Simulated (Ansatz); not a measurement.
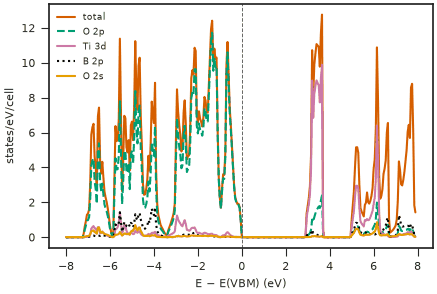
Total and projected density of states of BaTiB₂O₆ in space group R-3 (No. 148; Ba on 3a, Ti on 3b, B on 6c, O on 18f), r²SCAN in the plane-wave PAW code Ansatz

### Question
Which orbitals carry the states next to the gap?

### Answer
Top 1 eV of the valence band: O 2p 95 %. Bottom 1 eV of the conduction band: Ti 3d 81 %, O 2p 14 %. Projections are on Löwdin-orthogonalised atomic valence shells; empty p or d shells of many metals are not among them.

### Question
Where is the tallest occupied peak in this window, and what makes it?

### Answer
Near -1.3 eV, about 12 states/eV per cell; the largest projected share is O 2p.

The workflow started from a Materials Project entry (that database holds measured and hypothetical structures alike); the Crystallography Open Database files this formula in space group No. 148, but the cells were not matched. Its standing as an ambient phase is unchecked. The cell was relaxed with r²SCAN under the symmetry of its start; whether a distortion lowers the energy is not shown. No spin polarisation was allowed. Spin–orbit coupling is left out wherever it is not named.

Potentials: the later of the program's two PAW sets.
